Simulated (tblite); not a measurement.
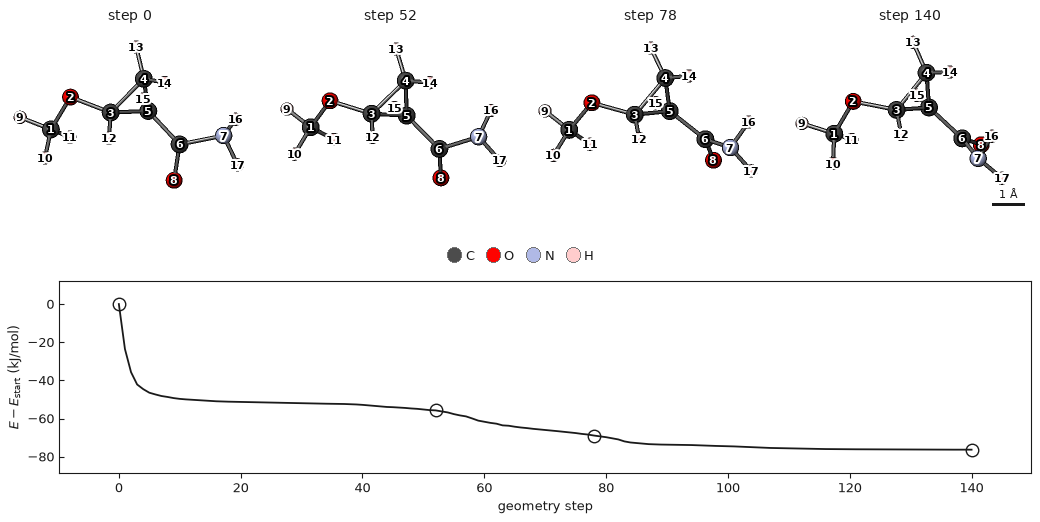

Frames of a relaxation of C5H9NO2 (charge −1, multiplicity 2), marked on the history of the run. Style: ball-and-stick. Shown at a tilt.

Method: GFN2-xTB geometry optimisation, gas phase in tblite. 

Question: What happens along the run?

Answer: Over 140 geometry steps the energy falls by 76.3 kJ/mol. The largest move after the best rigid fit is that of H16, 1.95 Å. By element the largest moves are H 1.95 Å, O 1.87 Å, N 1.13 Å, C 0.62 Å. Some distances before and after: C4–C5 1.514 → 1.582 Å, C6–O8 1.243 → 1.294 Å, O2–C3 1.464 → 1.415 Å, N7–H16 0.999 → 1.025 Å. Among the angles between lasting bonds that change: N7–C6–O8 113.0° → 120.0°, C4–C5–C6 120.3° → 126.8°, C5–C6–N7 121.8° → 115.4°. Groups turn about C5–C6 by about 85°. From step 0 to 52: O8 moves most (0.65 Å), energy −55.7 kJ/mol. From step 52 to 78: H16 moves most (0.91 Å), energy −13.2 kJ/mol. From step 78 to 140: H16 moves most (0.73 Å), energy −7.41 kJ/mol.

| step | E − E(0), kJ/mol |
| --- | --- |
| 0 | 0.00 |
| 1 | -23.60 |
| 2 | -35.72 |
| 3 | -42.16 |
| 4 | -44.61 |
| 5 | -46.48 |
| 6 | -47.39 |
| 7 | -48.21 |
| 8 | -48.71 |
| 9 | -49.30 |
| 10 | -49.71 |
| 17 | -51.09 |
| 24 | -51.59 |
| 31 | -52.12 |
| 37 | -52.39 |
| 44 | -53.94 |
| 51 | -55.59 |
| 58 | -59.96 |
| 65 | -64.31 |
| 72 | -66.63 |
| 78 | -68.93 |
| 85 | -72.86 |
| 92 | -73.81 |
| 99 | -74.45 |
| 106 | -75.32 |
| 113 | -75.85 |
| 119 | -76.10 |
| 126 | -76.23 |
| 133 | -76.31 |
| 140 | -76.34 |
